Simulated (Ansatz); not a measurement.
**Cl3HHfSe: a ladder of functionals**

How much do the methods differ for Cl3HHfSe? The plan is to run it at one geometry with functionals of several rungs and with MP2. Orbital energies and run times are compared, and the correlation energy is taken apart.

Method: functionals in def2-TZVPP, the program's frozen cores in correlated methods; program: Ansatz 0.2.0, Gaussian basis.

Levels to be run: PBE-D4, r2SCAN-D4, PBE0-D4, B3LYP-D4, ωB97X-V, ωB97M-V, B2PLYP; MP2/def2-TZVPP; MP2/def2-QZVPP.

## Step 1: Structure used throughout

An earlier PBE0-D4 in a triple-zeta def2 set relaxation fixed the geometry. Hf takes the def2 core potential; no spin-orbit term is included.

SMILES `[Cl][Hf]([Cl])([Cl])[SeH]`, 6 atoms, charge 0, spin multiplicity 1.

Atoms are counted from 1 here; the program's logs count them from 0.

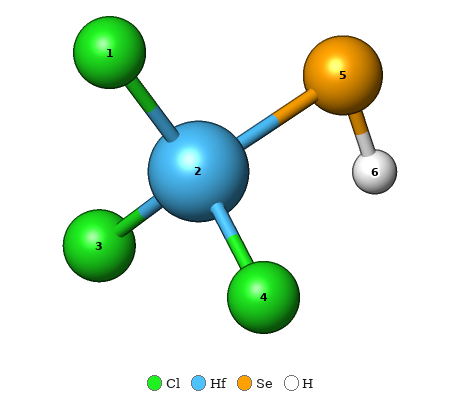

The structure; chlorine green, hafnium blue, selenium orange, hydrogen white; atoms are numbered from 1 in the order of the file.

As a file:

```xyz
6
charge 0, multiplicity 1
Cl    1.5988   -1.5779    1.5133
Hf    0.0807   -0.5160    0.1240
Cl   -2.1112   -0.8841    0.7987
Cl    0.3040   -1.2043   -2.0831
Se    0.6164    1.9718    0.2975
H    -0.4887    2.2105   -0.6505
```

## Step 2: PBE-D4 (GGA)

Contents of in.yaml:

```yaml
crystal:
  periodic: [false, false, false]
  atoms:
    - {symbol: Cl, position_ang: [1.598802, -1.577931, 1.513317]}
    - {symbol: Hf, position_ang: [0.080672, -0.515962, 0.124026]}
    - {symbol: Cl, position_ang: [-2.111168, -0.884079, 0.798733]}
    - {symbol: Cl, position_ang: [0.304028, -1.204304, -2.083056]}
    - {symbol: Se, position_ang: [0.616412, 1.971793, 0.297489]}
    - {symbol: H, position_ang: [-0.488747, 2.210484, -0.650508]}
basis:
  gaussian: {orbitals: def2-TZVPP}
hamiltonian: {xc: pbe, dispersion: d4}
output: {forces: true, orbitals: {seedname: orbitals}}
```

Run with:

```
ansatz run in.yaml --threads 4 --pin off --events-out ev --progress --plain --max-ram 10444MiB
```

Standard output:

```text
Functional definition: PBE
  name "PBE"
  cite "Perdew, Burke & Ernzerhof, Phys. Rev. Lett. 77, 3865 (1996) doi:10.1103/PhysRevLett.77.3865"
  parent pbe
  parameter kappa = 0.804
  parameter beta = 0.06672455060314922
  exchange = pbe_x(kappa = kappa, mu = beta*pi^2/3)
  correlation = pbe_c(beta = beta)
1686 factors; their error is unknown
mean field evaluation 1: about -104223.8439 eV, gradient 2.7e1 eV
mean field evaluation 2: about -104223.4563 eV, gradient 3.1e1 eV
mean field evaluation 4: about -104225.4369 eV, gradient 4.8e0 eV
mean field evaluation 8: about -104225.4478 eV, gradient 1.4e-1 eV
mean field evaluation 16: about -104225.4478 eV, gradient 6.6e-5 eV
mean field -104225.44777936 eV, -3830.2145593457 hartree, gradient 6.6e-5 eV, S^2 0.000000; 0 other end points of the search recorded, 0 dependent functions left out
the calculation of the forces begins
reference -104225.44782252 eV, -3830.2145609318 hartree; 49, 49 occupied and 195, 195 virtual orbitals, 1686 factors
Total energy: -104225.68226289 eV, -3830.2231764563 hartree
Atom 0 at     1.598802    -1.577931     1.513317 Å, force     0.131019    -0.082323     0.119171 eV/Å
Atom 1 at     0.080672    -0.515962     0.124026 Å, force    -0.008154     0.003923    -0.007064 eV/Å
Atom 2 at    -2.111168    -0.884079     0.798733 Å, force    -0.184297    -0.028070     0.058230 eV/Å
Atom 3 at     0.304028    -1.204304    -2.083056 Å, force     0.020420    -0.054754    -0.186475 eV/Å
Atom 4 at     0.616412     1.971793     0.297489 Å, force     0.220228     0.127933     0.169362 eV/Å
Atom 5 at    -0.488747     2.210484    -0.650508 Å, force    -0.179216     0.033290    -0.153224 eV/Å
Dipole moment:    -0.029767     0.089810    -0.034399 e Å
```

Wall time 3 s (4 threads of Arm Neoverse V2, shared host); peak memory 0.42 GiB.

HOMO -6.64 eV, LUMO -3.12 eV.

## Step 3: r2SCAN-D4 (meta-GGA)

Changes to in.yaml since step 2:

```diff
@@ -11,3 +11,3 @@
   gaussian: {orbitals: def2-TZVPP}
-hamiltonian: {xc: pbe, dispersion: d4}
+hamiltonian: {xc: r2scan, dispersion: d4}
 output: {forces: true, orbitals: {seedname: orbitals}}
```

Launched as before.

Standard output, cut to the lines that bear on the results:

```text
Functional definition: r2SCAN
  name "r2SCAN"
  cite "Furness, Kaplan, Ning, Perdew & Sun, J. Phys. Chem. Lett. 11, 8208 (2020) doi:10.1021/acs.jpclett.0c02405"
  cite "Furness, Kaplan, Ning, Perdew & Sun, J. Phys. Chem. Lett. 11, 9248 (2020) doi:10.1021/acs.jpclett.0c03077"
  parent r2scan
[...]
1686 factors; their error is unknown
[...]
mean field -104248.12294773 eV, -3831.0478564135 hartree, gradient 1.5e-5 eV, S^2 0.000000; 0 other end points of the search recorded, 0 dependent functions left out
[...]
reference -104248.12295927 eV, -3831.0478568376 hartree; 49, 49 occupied and 195, 195 virtual orbitals, 1686 factors
Total energy: -104248.17961981 eV, -3831.0499390739 hartree
Atom 0 at     1.598802    -1.577931     1.513317 Å, force     0.083151    -0.059857     0.076428 eV/Å
Atom 1 at     0.080672    -0.515962     0.124026 Å, force     0.005694     0.051312    -0.001184 eV/Å
Atom 2 at    -2.111168    -0.884079     0.798733 Å, force    -0.122569    -0.025884     0.037525 eV/Å
Atom 3 at     0.304028    -1.204304    -2.083056 Å, force     0.011599    -0.043202    -0.122417 eV/Å
Atom 4 at     0.616412     1.971793     0.297489 Å, force     0.002907     0.087276    -0.007331 eV/Å
Atom 5 at    -0.488747     2.210484    -0.650508 Å, force     0.019219    -0.009646     0.016978 eV/Å
Dipole moment:    -0.039072     0.086542    -0.041814 e Å
```

Run time: 8 s. Hardware: 4 threads of Arm Neoverse V2, shared host; peak memory 0.46 GiB.

HOMO -6.95 eV, LUMO -2.97 eV.

## Step 4: PBE0-D4 (hybrid)

Changes to in.yaml since step 3:

```diff
@@ -11,3 +11,3 @@
   gaussian: {orbitals: def2-TZVPP}
-hamiltonian: {xc: r2scan, dispersion: d4}
-output: {forces: true, orbitals: {seedname: orbitals}}
+hamiltonian: {xc: pbe0, dispersion: d4}
+output: {orbitals: {seedname: orbitals}}
```

The command is unchanged.

Standard output:

```text
Functional definition: PBE0
  name "PBE0"
  cite "Adamo & Barone, J. Chem. Phys. 110, 6158 (1999) doi:10.1063/1.478522"
  cite "Perdew, Burke & Ernzerhof, Phys. Rev. Lett. 77, 3865 (1996) doi:10.1103/PhysRevLett.77.3865"
  parent pbe
  parameter a = 0.25
  parameter kappa = 0.804
  parameter beta = 0.06672455060314922
  exchange = (1 - a)*pbe_x(kappa = kappa, mu = beta*pi^2/3) + a*exact_x
  correlation = pbe_c(beta = beta)
1850 factors; their error is unknown
mean field evaluation 1: about -104227.7025 eV, gradient 2.4e1 eV
mean field evaluation 2: about -104225.3712 eV, gradient 4.0e1 eV
mean field evaluation 4: about -104229.1251 eV, gradient 1.8e0 eV
mean field evaluation 8: about -104229.1367 eV, gradient 1.2e-1 eV
mean field evaluation 16: about -104229.6572 eV, gradient 8.9e-5 eV
mean field -104229.65722823 eV, -3830.3692537383 hartree, gradient 3.8e-5 eV, S^2 0.000000; 0 other end points of the search recorded, 0 dependent functions left out
reference -104229.65726076 eV, -3830.3692549339 hartree; 49, 49 occupied and 195, 195 virtual orbitals, 1850 factors
Total energy: -104229.86694288 eV, -3830.3769606095 hartree
```

Wall time 5.5 s (4 threads of Arm Neoverse V2, shared host); peak memory 1.1 GiB.

HOMO -7.78 eV, LUMO -2.32 eV.

## Step 5: B3LYP-D4 (hybrid)

B3LYP here takes the VWN-RPA correlation.

Changes to in.yaml since step 4:

```diff
@@ -11,3 +11,3 @@
   gaussian: {orbitals: def2-TZVPP}
-hamiltonian: {xc: pbe0, dispersion: d4}
-output: {orbitals: {seedname: orbitals}}
+hamiltonian: {xc: {name: B3LYP}, dispersion: d4}
+output: {forces: true, orbitals: {seedname: orbitals}}
```

The command is unchanged.

Standard output, cut to the lines that bear on the results:

```text
Functional definition: B3LYP
  name "B3LYP"
  cite "Stephens, Devlin, Chabalowski & Frisch, J. Phys. Chem. 98, 11623 (1994) doi:10.1021/j100096a001"
  cite "Becke, Phys. Rev. A 38, 3098 (1988) doi:10.1103/PhysRevA.38.3098"
  cite "Lee, Yang & Parr, Phys. Rev. B 37, 785 (1988) doi:10.1103/PhysRevB.37.785"
  cite "Vosko, Wilk & Nusair, Can. J. Phys. 58, 1200 (1980) doi:10.1139/p80-159"
[...]
1780 factors; their error is unknown
[...]
mean field -104252.63314385 eV, -3831.2136030636 hartree, gradient 4.0e-5 eV, S^2 0.000000; 0 other end points of the search recorded, 0 dependent functions left out
[...]
reference -104252.63343957 eV, -3831.2136139311 hartree; 49, 49 occupied and 195, 195 virtual orbitals, 1780 factors
Total energy: -104253.01619763 eV, -3831.2276800304 hartree
Atom 0 at     1.598802    -1.577931     1.513317 Å, force     0.183251    -0.124874     0.167629 eV/Å
Atom 1 at     0.080672    -0.515962     0.124026 Å, force     0.006202     0.028219     0.002208 eV/Å
Atom 2 at    -2.111168    -0.884079     0.798733 Å, force    -0.262422    -0.044962     0.084860 eV/Å
Atom 3 at     0.304028    -1.204304    -2.083056 Å, force     0.030485    -0.083310    -0.265048 eV/Å
Atom 4 at     0.616412     1.971793     0.297489 Å, force     0.069526     0.197220     0.036072 eV/Å
Atom 5 at    -0.488747     2.210484    -0.650508 Å, force    -0.027041     0.027707    -0.025721 eV/Å
Dipole moment:    -0.031466     0.084774    -0.035276 e Å
```

Wall time 7.5 s (4 threads of Arm Neoverse V2, shared host); peak memory 1.1 GiB.

HOMO -7.52 eV, LUMO -2.50 eV.

## Step 6: ωB97X-V (range-separated)

Changes to in.yaml since step 5:

```diff
@@ -11,3 +11,3 @@
   gaussian: {orbitals: def2-TZVPP}
-hamiltonian: {xc: {name: B3LYP}, dispersion: d4}
-output: {forces: true, orbitals: {seedname: orbitals}}
+hamiltonian: {xc: {name: wB97X-V}}
+output: {orbitals: {seedname: orbitals}}
```

Launched as before.

Standard output, cut to the lines that bear on the results:

```text
Functional definition: wB97X-V
  name "wB97X-V"
  cite "Mardirossian & Head-Gordon, Phys. Chem. Chem. Phys. 16, 9904 (2014) doi:10.1039/C3CP54374A"
  cite "Becke, J. Chem. Phys. 107, 8554 (1997) doi:10.1063/1.475007"
  cite "Vydrov & Van Voorhis, J. Chem. Phys. 133, 244103 (2010) doi:10.1063/1.3521275"
[...]
      + integral(e_c_pw_opposite_spin*poly(b97_u_opposite, cos0, cos1)) + vv10(b, c)
1756 factors; their error is unknown
294 factors; integrals over basis functions are off by at most 2.0e-5 eV
[...]
mean field -104237.76280138 eV, -3830.6671280574 hartree, gradient 3.7e-5 eV, S^2 0.000000; 0 other end points of the search recorded, 0 dependent functions left out
reference -104237.76279938 eV, -3830.6671279840 hartree; 49, 49 occupied and 195, 195 virtual orbitals, 1756 factors
Total energy: -104237.76279938 eV, -3830.6671279840 hartree
```

It took 12 s on 4 threads of Arm Neoverse V2, shared host; peak memory 1.3 GiB.

HOMO -10.02 eV, LUMO -0.19 eV.

## Step 7: ωB97M-V (range-separated)

Changes to in.yaml since step 6:

```diff
@@ -11,3 +11,3 @@
   gaussian: {orbitals: def2-TZVPP}
-hamiltonian: {xc: {name: wB97X-V}}
-output: {orbitals: {seedname: orbitals}}
+hamiltonian: {xc: {name: wB97M-V}}
+output: {forces: true, orbitals: {seedname: orbitals}}
```

Same command.

Standard output, cut to the lines that bear on the results:

```text
Functional definition: wB97M-V
  name "wB97M-V"
  cite "Mardirossian & Head-Gordon, J. Chem. Phys. 144, 214110 (2016) doi:10.1063/1.4952647"
  cite "Becke, J. Chem. Phys. 107, 8554 (1997) doi:10.1063/1.475007"
  cite "Vydrov & Van Voorhis, J. Chem. Phys. 133, 244103 (2010) doi:10.1063/1.3521275"
  # Of w^i u^j: cxij and so on, Table III.
[...]
  gx(w, u) = 1 - cx + cx01*u + cx10*w
  gss(w, u) = css00 + css04*u^4 + css10*w + css20*w^2 + css43*w^4*u^3
  gos(w, u) = cos00 + cos10*w + (cos20 + cos21*u)*w^2 + (cos60 + cos61*u)*w^6
[...]
      + integral(e_c_pw_mod_opposite_spin*gos(b97_w_opposite, b97_u_opposite)) + vv10(b, c)
1742 factors; their error is unknown
294 factors; integrals over basis functions are off by at most 2.0e-5 eV
[...]
mean field -104242.44954862 eV, -3830.8393628416 hartree, gradient 3.5e-5 eV, S^2 0.000000; 0 other end points of the search recorded, 0 dependent functions left out
[...]
reference -104242.44959699 eV, -3830.8393646192 hartree; 49, 49 occupied and 195, 195 virtual orbitals, 1742 factors
Total energy: -104242.44959699 eV, -3830.8393646192 hartree
Atom 0 at     1.598802    -1.577931     1.513317 Å, force     0.062886    -0.051550     0.058699 eV/Å
Atom 1 at     0.080672    -0.515962     0.124026 Å, force     0.004728     0.100492    -0.007080 eV/Å
Atom 2 at    -2.111168    -0.884079     0.798733 Å, force    -0.094672    -0.026859     0.032451 eV/Å
Atom 3 at     0.304028    -1.204304    -2.083056 Å, force     0.011527    -0.040544    -0.094722 eV/Å
Atom 4 at     0.616412     1.971793     0.297489 Å, force    -0.050936     0.048500    -0.047984 eV/Å
Atom 5 at    -0.488747     2.210484    -0.650508 Å, force     0.066466    -0.030038     0.058636 eV/Å
Dipole moment:    -0.042289     0.056868    -0.041256 e Å
```

Run time: 17 s. Hardware: 4 threads of Arm Neoverse V2, shared host; peak memory 1.3 GiB.

HOMO -9.86 eV, LUMO -0.25 eV.

## Step 8: B2PLYP (double hybrid)

Changes to in.yaml since step 7:

```diff
@@ -11,3 +11,2 @@
   gaussian: {orbitals: def2-TZVPP}
-hamiltonian: {xc: {name: wB97M-V}}
-output: {forces: true, orbitals: {seedname: orbitals}}
+hamiltonian: {xc: {name: B2PLYP}}
```

Launched as before.

Standard output, cut to the lines that bear on the results:

```text
Functional definition: B2PLYP
  name "B2PLYP"
  cite "Grimme, J. Chem. Phys. 124, 034108 (2006) doi:10.1063/1.2148954"
  cite "Becke, Phys. Rev. A 38, 3098 (1988) doi:10.1103/PhysRevA.38.3098"
  cite "Lee, Yang & Parr, Phys. Rev. B 37, 785 (1988) doi:10.1103/PhysRevB.37.785"
[...]
1517 factors; integrals over basis functions are off by at most 9.2e-4 eV
[...]
mean field -104216.12886338 eV, -3829.8720954999 hartree, gradient 2.2e-6 eV, S^2 0.000000; 0 other end points of the search recorded, 0 dependent functions left out
24 core orbitals not correlated: weight in the atoms' cores, before any rotation towards them, 1.000 or more for the frozen orbitals, at most 0.000 for the correlated occupied ones
reference -104216.12905155 eV, -3829.8721024152 hartree; 25, 25 occupied and 195, 195 virtual orbitals, 1517 factors
second order -38.28307129 eV of doubles, -0.00000000 eV of singles
Total energy: -104226.46548080 eV, -3830.2519591838 hartree
```

It took 7.5 s on 4 threads of Arm Neoverse V2, shared host; peak memory 0.74 GiB.

## Step 9: Orbital energies across the functionals

Dipoles come from the runs that computed forces. Levels, from each run's orbital file:

```tsv
functional	HOMO (eV)	LUMO (eV)	gap (eV)	dipole (D)	time
PBE-D4	-6.64	-3.12	3.53	0.48	3 s
r2SCAN-D4	-6.95	-2.97	3.98	0.50	8 s
PBE0-D4	-7.78	-2.32	5.45		5.5 s
B3LYP-D4	-7.52	-2.50	5.02	0.47	7.5 s
ωB97X-V	-10.02	-0.19	9.83		12 s
ωB97M-V	-9.86	-0.25	9.60	0.39	17 s
```

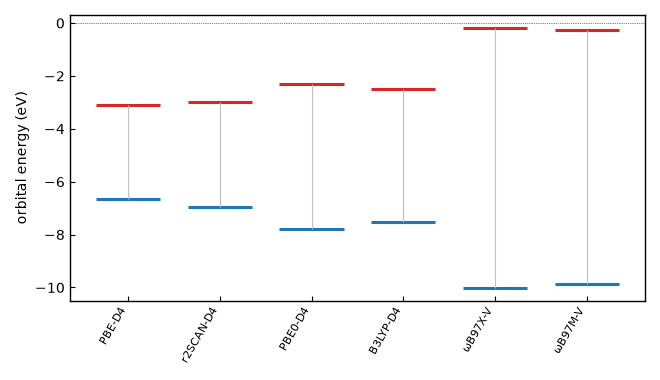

Highest occupied (blue) and lowest empty (red) level by functional.

## Step 10: MP2 in def2-TZVPP

Changes to in.yaml since step 8:

```diff
@@ -11,2 +11,2 @@
   gaussian: {orbitals: def2-TZVPP}
-hamiltonian: {xc: {name: B2PLYP}}
+correlation: {method: mp2}
```

Launched as before.

Standard output:

```text
Functional definition: HF
  name "HF"
  cite "Fock, Z. Phys. 61, 126 (1930) doi:10.1007/BF01340294"
  parent pbe
  exchange = exact_x
  correlation = 0
1517 factors; integrals over basis functions are off by at most 9.2e-4 eV
mean field evaluation 1: about -104128.2338 eV, gradient 3.0e1 eV
mean field evaluation 2: about -104128.4413 eV, gradient 3.0e1 eV
mean field evaluation 4: about -104131.3933 eV, gradient 2.5e0 eV
mean field evaluation 8: about -104131.4451 eV, gradient 2.5e-1 eV
mean field -104131.44567442 eV, -3826.7600457059 hartree, gradient 2.1e-6 eV, S^2 0.000000; 0 other end points of the search recorded, 0 dependent functions left out
24 core orbitals not correlated: weight in the atoms' cores, before any rotation towards them, 1.000 or more for the frozen orbitals, at most 0.000 for the correlated occupied ones
reference -104131.44567442 eV, -3826.7600457059 hartree; 25, 25 occupied and 195, 195 virtual orbitals, 1517 factors
second order -31.42032387 eV of doubles, -0.00000000 eV of singles
Total energy: -104162.86599829 eV, -3827.9147213107 hartree
```

Wall time 3.8 s (4 threads of Arm Neoverse V2, shared host); peak memory 0.69 GiB.

## Step 11: MP2 in def2-QZVPP

Changes to in.yaml since step 10:

```diff
@@ -10,3 +10,3 @@
 basis:
-  gaussian: {orbitals: def2-TZVPP}
+  gaussian: {orbitals: "def2-QZVPP.json"}
 correlation: {method: mp2}
```

Launched as before.

Standard output:

```text
Functional definition: HF
  name "HF"
  cite "Fock, Z. Phys. 61, 126 (1930) doi:10.1007/BF01340294"
  parent pbe
  exchange = exact_x
  correlation = 0
2504 factors; integrals over basis functions are off by at most 7.1e-4 eV
mean field evaluation 1: about -104130.6361 eV, gradient 3.0e1 eV
mean field evaluation 2: about -104130.8273 eV, gradient 3.0e1 eV
mean field evaluation 4: about -104133.7282 eV, gradient 2.7e0 eV
mean field evaluation 8: about -104133.7820 eV, gradient 3.1e-1 eV
mean field evaluation 16: about -104133.7827 eV, gradient 1.8e-6 eV
mean field -104133.78271015 eV, -3826.8459301849 hartree, gradient 1.8e-6 eV, S^2 0.000000; 0 other end points of the search recorded, 0 dependent functions left out
24 core orbitals not correlated: weight in the atoms' cores, before any rotation towards them, 1.000 or more for the frozen orbitals, at most 0.000 for the correlated occupied ones
reference -104133.78271015 eV, -3826.8459301849 hartree; 25, 25 occupied and 361, 361 virtual orbitals, 2504 factors
second order -42.59523722 eV of doubles, -0.00000000 eV of singles
Total energy: -104176.37794737 eV, -3828.4112762806 hartree
```

Wall time 17 s (4 threads of Arm Neoverse V2, shared host); peak memory 2.1 GiB.

The pieces so far (eV):

```tsv
basis	HF	MP2 correlation	total
def2-TZVPP	-104131.4457	-31.4203	-104162.8660 (MP2)
def2-QZVPP	-104133.7827	-42.5952	-104176.3779 (MP2)
```

## Step 12: What came out

| quantity | value |
| --- | --- |
| gap, smallest and largest | 3.53 eV (PBE-D4), 9.83 eV (ωB97X-V) |

In words: Orbital gaps span 3.5 to 9.8 eV; exact exchange widens them. Correlated methods include outer-core shells of Hf, Se, which these sets cover unevenly.
